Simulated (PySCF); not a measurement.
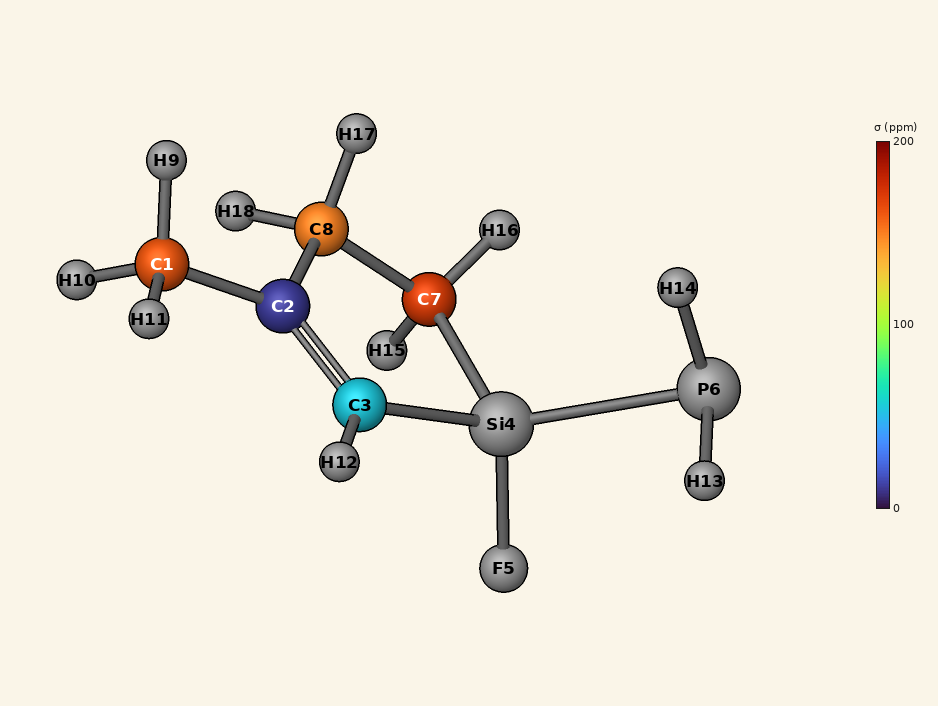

Atoms are coloured by their isotropic NMR shieldings (C only, the others grey). The geometry was computed by an optimisation with GFN2-xTB. No frequency run is at hand to confirm it as a minimum. Level of theory: GIAO PBE0/pcSseg-1 NMR shielding, non-relativistic, gas phase (PySCF 2.14.0).

Q: Which C atom is the most shielded (lowest chemical shift)?

A: C7 (169.0 ppm).

Q: Which C atom is the least shielded (highest chemical shift)?

A: C2 (11.9 ppm).

Q: How wide is the range of C shifts?

A: 157.1 ppm.

Give the isotropic NMR shieldings of the C atoms atom by atom.

```tsv
atom	σ (ppm)
C1	160.9
C2	11.9
C3	54.8
C7	169.0
C8	149.1
```

The geometry is semi-empirical. Around P, Si such bond lengths and angles can be off by a tenth of an ångström or more and by several degrees, and values that hang on the shape move with them.
